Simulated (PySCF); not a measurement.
**C3H3O− (SMILES [O-]C1=CC1): levels of theory compared**

We compute a comparison of 5 runs (HF/def2-SVP, HF/pcseg-2, PBE/6-31G, B3LYP/6-31G*, wB97X/def2-TZVP) of C3H3O−. 

Program for the calculation: PySCF 2.14.0.

## (1) The system as given

C3H3O−: 7 atoms, total charge -1, spin state singlet. As SMILES, `[O-]C1=CC1`. The coordinates come from a GFN2-xTB relaxation.

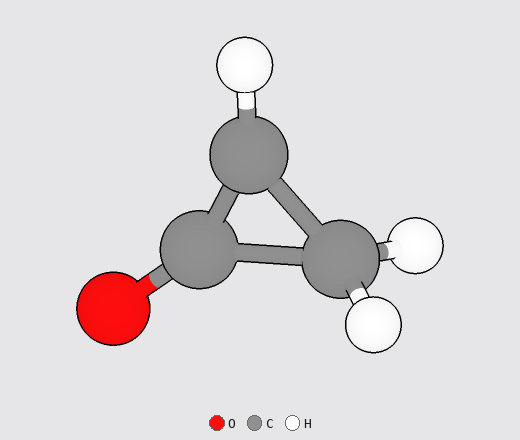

Viewed from a chosen angle; oxygen red, carbon grey, hydrogen white.

## (2) Energy and forces at HF/def2-SVP (run 1)

input.py

```python
import pyscf.grad
from pyscf import gto, scf

molecule = gto.M(
    atom='''
O     -1.515410    -1.273610     0.770980
C     -0.525880    -0.668260     0.316010
C      0.714010    -0.546810    -0.115510
C     -0.071000     0.727780    -0.131220
H      1.684150    -0.924560    -0.360030
H      0.134310     1.524010     0.602880
H     -0.420190     1.161440    -1.083110
''',
    charge=-1,
    spin=0,
    basis='def2-svp',
    verbose=4,
    max_memory=1860,
)

mf = scf.RHF(molecule)
mf.conv_tol = 1e-10
mf.kernel()
if not mf.converged:
    mf = mf.newton().run(mf.mo_coeff, mf.mo_occ)

e_final = mf.e_tot
print('E(%s) = %.9f' % ('HF', e_final))
grad = mf.Gradients().kernel()
mf.analyze()
```

On the command line:

```sh
$ OMP_NUM_THREADS=1 python input.py
```

Log:

```text
PySCF version 2.14.0

[... 89 lines left out ...]
MO #1   energy= -20.2592997850957  occ= 2
[... 13 lines left out ...]
MO #15  energy= -0.0786305947831263 occ= 2
[... 13 lines left out ...]
MO #29  energy= 1.02520676437848   occ= 0
[... 13 lines left out ...]
MO #43  energy= 1.8250075249465    occ= 0
[... 13 lines left out ...]
MO #57  energy= 2.70261491930254   occ= 0
[... 13 lines left out ...]
MO #71  energy= 4.43749501820744   occ= 0
[... 82 lines left out ...]
WARN: System has nonzero charge -1; the dipole moment is origin-dependent.
Location of origin: [0. 0. 0.]

Dipole moment(X, Y, Z, Debye):  3.39749,  3.15882, -1.80753
```

Wall time 4.8 s (1 thread of Intel Xeon at 2.70GHz, shared host); peak memory 0.14 GiB.

## (3) Energy and gradient at HF/pcseg-2 (run 2)

input.py

```python
import pyscf.grad
from pyscf import gto, scf

molecule = gto.Mole()
molecule.atom = [
    ('O', (-1.515410, -1.273610, 0.770980)),
    ('C', (-0.525880, -0.668260, 0.316010)),
    ('C', (0.714010, -0.546810, -0.115510)),
    ('C', (-0.071000, 0.727780, -0.131220)),
    ('H', (1.684150, -0.924560, -0.360030)),
    ('H', (0.134310, 1.524010, 0.602880)),
    ('H', (-0.420190, 1.161440, -1.083110)),
]
molecule.basis = 'pcseg-2'
molecule.verbose = 4
molecule.charge = -1
molecule.max_memory = 1860
molecule.spin = 0
molecule.build()

myscf = scf.RHF(molecule)
myscf.conv_tol = 1e-10
myscf.kernel()
if not myscf.converged:
    myscf = myscf.newton().run(myscf.mo_coeff, myscf.mo_occ)

etot = myscf.e_tot
print('Final energy', etot)
grad = myscf.Gradients().kernel()
myscf.analyze()
```

On the command line:

```sh
$ OMP_NUM_THREADS=1 python input.py
```

Log:

```text
PySCF version 2.14.0

[... 105 lines left out ...]
MO #17  energy= 0.27137184878025   occ= 0
[... 28 lines left out ...]
MO #46  energy= 1.32675733699707   occ= 0
[... 28 lines left out ...]
MO #75  energy= 2.39514554543713   occ= 0
[... 28 lines left out ...]
MO #104 energy= 4.42955353742064   occ= 0
[... 28 lines left out ...]
MO #133 energy= 5.35553979042443   occ= 0
[... 28 lines left out ...]
MO #162 energy= 8.4626697832519    occ= 0
[... 173 lines left out ...]
WARN: System has nonzero charge -1; the dipole moment is origin-dependent.
Location of origin: [0. 0. 0.]

Dipole moment(X, Y, Z, Debye):  3.64164,  3.39481, -1.93828
```

It took 69 s on 1 thread of Intel Xeon at 2.70GHz, shared host; peak memory 0.78 GiB.

Run 3 isn't shown in full; the table further down has it.

## (4) Energy and gradient at B3LYP/6-31G(d) (Cartesian functions) (run 4)

run.py

```python
import pyscf.grad
from pyscf import gto, dft

mol = gto.M(
    atom=[
    ('O', (-1.515410, -1.273610, 0.770980)),
    ('C', (-0.525880, -0.668260, 0.316010)),
    ('C', (0.714010, -0.546810, -0.115510)),
    ('C', (-0.071000, 0.727780, -0.131220)),
    ('H', (1.684150, -0.924560, -0.360030)),
    ('H', (0.134310, 1.524010, 0.602880)),
    ('H', (-0.420190, 1.161440, -1.083110)),
],
    basis='6-31g*',
    spin=0,
    charge=-1,
    cart=True,
    max_memory=1860,
    verbose=3,
)

mf = dft.RKS(mol, xc='b3lyp')
mf.conv_tol = 1e-10
mf.grids.level = 5
mf.kernel()
if not mf.converged:
    mf = mf.newton().run(mf.mo_coeff, mf.mo_occ)

e_tot = mf.e_tot
print('E(%s) = %.9f' % ('B3LYP', e_tot))
grad = mf.Gradients().kernel()
dip = mf.dip_moment()
pop, q = mf.mulliken_pop()
```

On the command line:

```sh
$ OMP_NUM_THREADS=1 python run.py
```

Log:

```text
converged SCF energy = -191.259731578689
[... 12 lines left out ...]
WARN: System has nonzero charge -1; the dipole moment is origin-dependent.
[... 2 lines left out ...]
Dipole moment(X, Y, Z, Debye):  3.09987,  2.80507, -1.63050
[... 74 lines left out ...]
charge of    6H =      0.01501
```

Wall time 19 s (1 thread of Intel Xeon at 2.70GHz, shared host); peak memory 0.68 GiB.

## (5) Energy and forces at wB97X/def2-TZVP (run 5)

input.py

```python
import pyscf.grad
from pyscf import gto, dft

mol = gto.M(
    atom='''
O     -1.515410    -1.273610     0.770980
C     -0.525880    -0.668260     0.316010
C      0.714010    -0.546810    -0.115510
C     -0.071000     0.727780    -0.131220
H      1.684150    -0.924560    -0.360030
H      0.134310     1.524010     0.602880
H     -0.420190     1.161440    -1.083110
''',
    max_memory=1860,
    basis='def2-tzvp',
    charge=-1,
    verbose=3,
    spin=0,
)

mf = dft.RKS(mol, xc='wb97x')
mf.grids.level = 5
mf.conv_tol = 1e-10
mf.kernel()
if not mf.converged:
    mf = mf.newton().run(mf.mo_coeff, mf.mo_occ)

e_tot = mf.e_tot
print('E(%s) = %.9f' % ('WB97X', e_tot))
grad = mf.Gradients().kernel()
mf.analyze()
```

On the command line:

```sh
$ OMP_NUM_THREADS=1 python input.py
```

Log:

```text
converged SCF energy = -191.302324555898
[... 33 lines left out ...]
MO #22  energy= 0.429176686713595  occ= 0
[... 23 lines left out ...]
MO #46  energy= 1.19319124872961   occ= 0
[... 23 lines left out ...]
MO #70  energy= 2.26527891753432   occ= 0
[... 23 lines left out ...]
MO #94  energy= 3.31324984539277   occ= 0
[... 23 lines left out ...]
MO #118 energy= 4.50773865678176   occ= 0
[... 23 lines left out ...]
MO #142 energy= 44.1903200930107   occ= 0
[... 9 lines left out ...]
WARN: System has nonzero charge -1; the dipole moment is origin-dependent.
Location of origin: [0. 0. 0.]

Dipole moment(X, Y, Z, Debye):  3.35814,  3.11351, -1.78336
```

Wall time 2.1 min (1 thread of Intel Xeon at 2.70GHz, shared host); peak memory 1.6 GiB.

## (6) The series

```tsv
run	level	integration grid	Cartesian functions	energy (Eh)	HOMO energy (eV)	LUMO energy (eV)	HOMO–LUMO gap (eV)	wall time
1	HF/def2-SVP	–	no	-189.958063	-2.14	10.48	12.62	4.8 s
2	HF/pcseg-2	–	no	-190.174949	-2.44	6.97	9.41	69 s
3	PBE/6-31G	5	no	-190.978858	2.05	7.53	5.49	16 s
4	B3LYP/6-31G* (Cartesian functions)	5	yes	-191.259732	1.15	8.51	7.36	19 s
5	wB97X/def2-TZVP	5	no	-191.302325	-2.08	8.46	10.54	2.1 min
```

## (7) Outcome

| quantity | value |
| --- | --- |
| run 5: total energy | -191.30232 Eh |
| run 5: HOMO energy | -2.08 eV |
| run 5: LUMO energy | 8.46 eV |
| run 5: HOMO–LUMO gap (to an unbound level, set by the basis) | 10.54 eV |
| run 5: largest force on an atom | 0.404 eV/Å |

The HOMO–LUMO gap runs from 5.49 eV (PBE/6-31G) to 12.62 eV (HF/def2-SVP). The two ends differ in method and basis. The empty levels of an anion lie above zero and hang on the basis. Totals of different functionals can't be ranked against each other. In runs 3, 4 the HOMO lies above zero, so the outermost electron may be held by the basis alone. All runs together took 3.9 min, the longest 2.1 min.
